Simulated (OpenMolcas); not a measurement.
# C2H4GaN (SMILES N=C=[CH][GaH2]): a chain of runs

Wanted: the energy (HF/ANO-RCC-MB), then the energy (CASSCF(2,2)/ANO-RCC-VDZP), then the energy along one coordinate (CASPT2(2,2)/ANO-RCC-VDZP), then an energy scan (SC-NEVPT2(2,2)/ANO-RCC-VDZP), then the energy along one coordinate (MC-PDFT[tPBE](2,2)/ANO-RCC-VDZP) of C2H4GaN. 

The calculation is run with OpenMolcas 26.06.

**1. The system as given**

The species is C2H4GaN (8 atoms), meant as a singlet with charge 0. SMILES: `N=C=[CH][GaH2]`. The shape is that of a PBE0-D4/def2-TZVP optimisation.

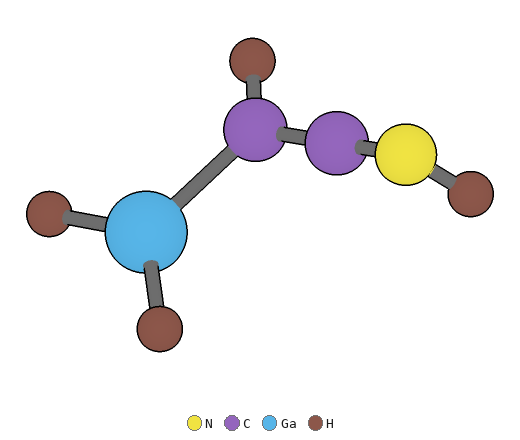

The structure, seen from a chosen angle (nitrogen yellow, carbon purple, gallium blue, hydrogen brown).

**2. A single-point energy at HF/ANO-RCC-MB (DKH2) (run 1)**

File coord.xyz:

```xyz
8

N      0.336900     2.061700    -0.854600
C      0.365600     1.114900    -0.096000
C      0.472300     0.025700     0.622800
Ga    -0.381300    -1.593600     0.007200
H     -0.411400     2.740600    -0.770200
H      1.040500     0.073900     1.545200
H     -0.231900    -2.886400     0.876300
H     -1.190600    -1.536800    -1.330700
```

File step1.inp:

```
&gateway
  coord=coord.xyz
  basis=ANO-RCC-MB
  group=NoSym

&seward

&scf
  prorbitals=0

&localisation
  occupied
  freeze
  pipek-mezey

&localisation
  fileorb=$Project.LocOrb
  virtual
  pipek-mezey
```

Launch:

```
$ export MOLCAS_MEM=1860
$ pymolcas step1.inp > step1.log
```

Output:

```text
--- Start Module: gateway ---
[...]
--- Stop Module: gateway /rc=_RC_ALL_IS_WELL_ ---
[...]
      Basis functions           37
[...]
       Convergence after  12 Iterations
[...]
::    Total SCF energy                              -2074.4452548899
[...]
      Total spin, S                                     0.0000000000
[...]
      Total electronic charge=   54.000000
      Total            charge=   -0.000000
[...]
      Dipole Moment (debye):
      Origin of the operator (angstrom)=   -0.1109   -0.6210   -0.0435
                   X= -1.1437E+00               Y=  7.9424E-01               Z=  8.9390E-01           Total=  1.6547E+00
      Quadrupole Moment (debye*angstrom):
[...]
--- Start Module: localisation ---
[...]
--- Stop Module: localisation /rc=_RC_ALL_IS_WELL_ ---
--- Start Module: localisation ---
[...]
--- Stop Module: localisation /rc=_RC_ALL_IS_WELL_ ---
[...]
```

It took 8.4 s on 1 thread of AMD EPYC 7R43 (Zen 3), shared host; peak memory 0.41 GiB.

**3. The energy at CASSCF(2,2)/ANO-RCC-VDZP (DKH2, RICD fitting) (run 2)**

coord.xyz is that of step 2.

File step2.inp:

```
&gateway
 coord=coord.xyz
 basis=ANO-RCC-MB
 group=NoSym

&seward

&rasscf
 fileorb=$CurrDir/step1.LocOrb
 alter=2
 1 21 27
 1 28 35
 spin=1
 nactel=2 0 0
 inactive=26
 ras2=2
 orblisting=Nothing
>>> COPY $Project.RunFile RUNFIL1
>>> COPY $Project.RasOrb INPORB

&gateway
 coord=coord.xyz
 basis=ANO-RCC-VDZP
 group=NoSym
 ricd

&seward
>>> COPY $Project.RunFile RUNFIL2

&expbas

&rasscf
 fileorb=$Project.ExpOrb
 spin=1
 nactel=2 0 0
 inactive=26
 ras2=2
 orblisting=Nothing
```

Launch:

```
$ export MOLCAS_MEM=1860
$ pymolcas step2.inp > step2.log
```

Output:

```text
--- Start Module: gateway ---
[...]
--- Stop Module: gateway /rc=_RC_ALL_IS_WELL_ ---
[...]
      Basis functions           37
[...]
      Number of active orbitals                  2
[...]
      Spin quantum number                      0.0
[...]
      Active orbitals                            2
[...]
      Number of CSFs                             3
[...]
      Number of root(s) required                 1
[...]
      Convergence after 10 iterations
[...]
      printout of CI-coefficients larger than  0.05 for root  1
      energy=   -2074.458648
      conf/sym  11     Coeff  Weight
             1  20   0.99594 0.99189
             3  02  -0.09005 0.00811
      Natural orbitals and occupation numbers for root  1
      sym 1:   1.983781   0.016219
      ************************************************************************************************************************
      *                                                    Final results                                                     *
[...]
::    RASSCF root number  1 Total energy:  -2074.45864826
[...]
      Basis functions           89
[...]
--- Start Module: expbas ---
[...]
--- Stop Module: expbas /rc=_RC_ALL_IS_WELL_ ---
--- Start Module: rasscf ---
[...]
      Convergence after 12 iterations
[...]
      Natural orbitals and occupation numbers for root  1
      sym 1:   1.984130   0.015870
      ************************************************************************************************************************
      *                                                    Final results                                                     *
[...]
::    RASSCF root number  1 Total energy:  -2074.71806629
[...]
      Total electronic charge=   54.000000
      Total            charge=   -0.000000
[...]
      Dipole Moment (debye):
      Origin of the operator (angstrom)=   -0.1109   -0.6210   -0.0435
                   X= -1.0072E+00               Y=  4.7174E-01               Z=  1.0375E+00           Total=  1.5210E+00
      Quadrupole Moment (debye*angstrom):
[...]
--- Stop Module: rasscf /rc=_RC_ALL_IS_WELL_ ---
[...]
```

It took 21 s on 1 thread of AMD EPYC 7R43 (Zen 3), shared host; peak memory 0.41 GiB.

**4. The energy along one coordinate at CASPT2(2,2)/ANO-RCC-VDZP (DKH2, RICD fitting, ipea shift 0.25 Eh, pt2 variant SS) (run 3)**

File step3.input:

```
>>> EXPORT MOLCAS_PRINT=2
>>> COPY $CurrDir/step2.RasOrb $Project.RasOrb
>>> ForEach K in (1, 2, 3, 4, 5, 6, 7, 8, 9)

&gateway
  coord=$CurrDir/point$K.xyz
  basis=ANO-RCC-VDZP
  group=NoSym
  ricd

&seward

&rasscf
  fileorb=$Project.RasOrb
  spin=1
  nactel=2 0 0
  inactive=26
  ras2=2
  orblisting=Nothing

&caspt2
  imaginary=0.2
  frozen=12
>>> EndDo
```

Launch:

```
$ export MOLCAS_MEM=1860
$ pymolcas step3.input > step3.log
```

Output, cut to the lines that bear on the results:

```text
[...]
      Basis functions           89
[...]
      Number of active orbitals                  2
[...]
      Spin quantum number                      0.0
[...]
      Active orbitals                            2
[...]
      Number of CSFs                             3
[...]
      Number of root(s) required                 1
[...]
      Convergence after 11 iterations
[...]
      Natural orbitals and occupation numbers for root  1
      sym 1:   1.989005   0.010995
      ************************************************************************************************************************
      *                                                    Final results                                                     *
[...]
::    RASSCF root number  1 Total energy:  -2074.70694968
[...]
      E2 (Variational):          -0.7014999648
[...]
::    CASPT2 Root  1     Total energy:  -2075.40844965
[...]
      Convergence after 10 iterations
[...]
      Natural orbitals and occupation numbers for root  1
      sym 1:   1.984153   0.015847
      ************************************************************************************************************************
      *                                                    Final results                                                     *
[...]
      Convergence after 11 iterations
[...]
      Natural orbitals and occupation numbers for root  1
      sym 1:   1.852494   0.147506
      ************************************************************************************************************************
      *                                                    Final results                                                     *
[...]
      Convergence after 13 iterations
[...]
      Natural orbitals and occupation numbers for root  1
      sym 1:   1.705012   0.294988
      ************************************************************************************************************************
      *                                                    Final results                                                     *
[...]
      Convergence after 13 iterations
[...]
::    RASSCF root number  1 Total energy:  -2074.56215900
[...]
::    CASPT2 Root  1     Total energy:  -2075.25546603
[...]
      Convergence after 15 iterations
[...]
::    RASSCF root number  1 Total energy:  -2074.55341536
[...]
      E2 (Variational):          -0.6916600691
[...]
::    CASPT2 Root  1     Total energy:  -2075.24507543
[...]
```

It took 2.2 min on 1 thread of AMD EPYC 7R43 (Zen 3), shared host; peak memory 0.24 GiB.

The scan, from its lowest point:

| H6–C3 (Å) | energy (kJ/mol) |
| --- | --- |
| 0.976 | 27.4 |
| 1.084 | 0.0 |
| 1.193 | 14.4 |
| 1.356 | 72.9 |
| 1.572 | 169.5 |
| 1.844 | 278.5 |
| 2.169 | 368.4 |
| 2.603 | 429.1 |
| 3.253 | 456.3 |

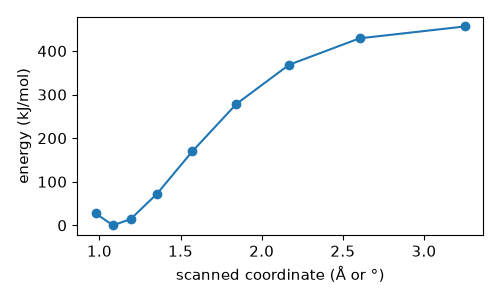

Energy along the scan.

**5. The energy along one coordinate at SC-NEVPT2(2,2)/ANO-RCC-VDZP (DKH2, RICD fitting, pt2 variant SC-NEVPT2) (run 4)**

File step4.inp:

```
>>> COPY $CurrDir/step2.RasOrb $Project.RasOrb
>>> ForEach K in (1, 2, 3, 4, 5, 6, 7, 8, 9)

&GATEWAY
 COORD = $CurrDir/point$K.xyz
 BASIS = ANO-RCC-VDZP
 GROUP = NoSym
 RICD

&SEWARD

&RASSCF
 FILEORB = $Project.RasOrb
 SPIN = 1
 NACTEL = 2 0 0
 INACTIVE = 26
 RAS2 = 2
 ORBLISTING = Nothing

&CASPT2
 SC-NEVPT2
 FROZEN = 12
>>> EndDo
```

Launch:

```
$ export MOLCAS_MEM=1860
$ pymolcas step4.inp > step4.log
```

Output, cut to the lines that bear on the results:

```text
[...]
      Basis functions           89
[...]
      Number of active orbitals                  2
[...]
      Spin quantum number                      0.0
[...]
      Active orbitals                            2
[...]
      Number of CSFs                             3
[...]
      Number of root(s) required                 1
[...]
      Convergence after 11 iterations
[...]
      Natural orbitals and occupation numbers for root  1
      sym 1:   1.989005   0.010995
      ************************************************************************************************************************
      *                                                    Final results                                                     *
[...]
::    RASSCF root number  1 Total energy:  -2074.70694968
[...]
      E2 (Variational):          -0.6962373424
[...]
::    SC-NEVPT2 Root  1     Total energy:  -2075.40314429
[...]
      Convergence after 10 iterations
[...]
      Natural orbitals and occupation numbers for root  1
      sym 1:   1.984153   0.015847
      ************************************************************************************************************************
      *                                                    Final results                                                     *
[...]
      Convergence after 11 iterations
[...]
      Natural orbitals and occupation numbers for root  1
      sym 1:   1.852494   0.147506
      ************************************************************************************************************************
      *                                                    Final results                                                     *
[...]
      Convergence after 13 iterations
[...]
      Natural orbitals and occupation numbers for root  1
      sym 1:   1.705012   0.294988
      ************************************************************************************************************************
      *                                                    Final results                                                     *
[...]
      Convergence after 13 iterations
[...]
::    RASSCF root number  1 Total energy:  -2074.56215900
[...]
::    SC-NEVPT2 Root  1     Total energy:  -2075.25068108
[...]
      Convergence after 15 iterations
[...]
::    RASSCF root number  1 Total energy:  -2074.55341536
[...]
      E2 (Variational):          -0.6876157512
[...]
::    SC-NEVPT2 Root  1     Total energy:  -2075.24103112
[...]
```

It took 2.1 min on 1 thread of AMD EPYC 7R43 (Zen 3), shared host; peak memory 0.24 GiB.

The scan, from its lowest point:

| H6–C3 (Å) | energy (kJ/mol) |
| --- | --- |
| 0.976 | 28.2 |
| 1.084 | 0.0 |
| 1.193 | 13.7 |
| 1.356 | 71.2 |
| 1.572 | 167.5 |
| 1.844 | 277.3 |
| 2.169 | 368.4 |
| 2.603 | 428.5 |
| 3.253 | 453.8 |

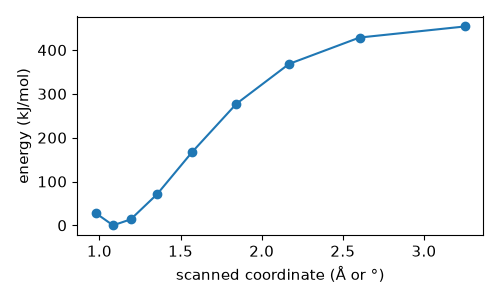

Energy along the scan.

**6. An energy scan at MC-PDFT[tPBE](2,2)/ANO-RCC-VDZP (DKH2, RICD fitting) (run 5)**

File step5.inp:

```
>>> EXPORT MOLCAS_PRINT=2
>>> COPY $CurrDir/step2.RasOrb $Project.RasOrb
>>> ForEach K in (1, 2, 3, 4, 5, 6, 7, 8, 9)

&GATEWAY
  Coord = $CurrDir/point$K.xyz
  Basis = ANO-RCC-VDZP
  Group = NoSym
  RICD

&SEWARD

&RASSCF
  FileOrb = $Project.RasOrb
  Spin = 1
  Nactel = 2 0 0
  Inactive = 26
  Ras2 = 2
  OrbListing = Nothing

&MCPDFT
  KSDFT = T:PBE
>>> EndDo
```

Launch:

```
$ export MOLCAS_MEM=1860
$ pymolcas step5.inp > step5.log
```

Output, cut to the lines that bear on the results:

```text
--- Start Module: gateway ---
[...]
      Basis functions           89
[...]
      Number of active orbitals                  2
[...]
      Spin quantum number                      0.0
[...]
      Active orbitals                            2
[...]
      Number of CSFs                             3
[...]
      Number of root(s) required                 1
[...]
      Convergence after 11 iterations
[...]
      Natural orbitals and occupation numbers for root  1
      sym 1:   1.989005   0.010995
      ************************************************************************************************************************
      *                                                    Final results                                                     *
[...]
::    RASSCF root number  1 Total energy:  -2074.70694968
[...]
::    MCPDFT root number  1 Total energy:  -2076.74706670
[...]
      Convergence after 10 iterations
[...]
      Natural orbitals and occupation numbers for root  1
      sym 1:   1.984153   0.015847
      ************************************************************************************************************************
      *                                                    Final results                                                     *
[...]
      Convergence after 11 iterations
[...]
      Natural orbitals and occupation numbers for root  1
      sym 1:   1.852494   0.147506
      ************************************************************************************************************************
      *                                                    Final results                                                     *
[...]
      Convergence after 13 iterations
[...]
      Natural orbitals and occupation numbers for root  1
      sym 1:   1.705012   0.294988
      ************************************************************************************************************************
      *                                                    Final results                                                     *
[...]
      Convergence after 13 iterations
[...]
::    RASSCF root number  1 Total energy:  -2074.56215900
[...]
::    MCPDFT root number  1 Total energy:  -2076.58500948
[...]
      Convergence after 15 iterations
[...]
::    RASSCF root number  1 Total energy:  -2074.55341536
[...]
      Total electronic charge=   54.000000
      Total            charge=   -0.000000
[...]
::    MCPDFT root number  1 Total energy:  -2076.57425639
[...]
```

Run time: 2.1 min. Hardware: 1 thread of AMD EPYC 7R43 (Zen 3), shared host; peak memory 0.24 GiB.

The scan, from its lowest point:

| H6–C3 (Å) | energy (kJ/mol) |
| --- | --- |
| 0.976 | 28.0 |
| 1.084 | 0.0 |
| 1.193 | 13.7 |
| 1.356 | 71.4 |
| 1.572 | 169.2 |
| 1.844 | 283.7 |
| 2.169 | 383.8 |
| 2.603 | 453.4 |
| 3.253 | 481.7 |

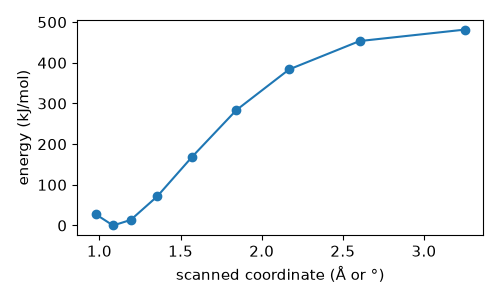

Energy along the scan.

**7. Summary of results**

```
                                                         quantity           value
                               run 1, HF/ANO-RCC-MB: total energy  -2074.44525 Eh
                              run 1, HF/ANO-RCC-MB: dipole moment          1.65 D
                                run 1, HF/ANO-RCC-MB: HOMO energy       -10.29 eV
                                run 1, HF/ANO-RCC-MB: LUMO energy         0.98 eV
                              run 1, HF/ANO-RCC-MB: HOMO–LUMO gap        11.27 eV
                    run 2, CASSCF(2,2)/ANO-RCC-VDZP: total energy  -2074.71807 Eh
  run 2, CASSCF(2,2)/ANO-RCC-VDZP: dipole moment (CASSCF density)          1.52 D
       run 3, CASPT2(2,2)/ANO-RCC-VDZP: lowest energy of the scan  -2075.41888 Eh
    run 4, SC-NEVPT2(2,2)/ANO-RCC-VDZP: lowest energy of the scan  -2075.41389 Eh
run 5, MC-PDFT[tPBE](2,2)/ANO-RCC-VDZP: lowest energy of the scan  -2076.75771 Eh
```

In words: Mulliken charges (run 1, HF/ANO-RCC-MB) run from -0.55 on C3 to +0.52 on Ga4; they depend strongly on the basis.
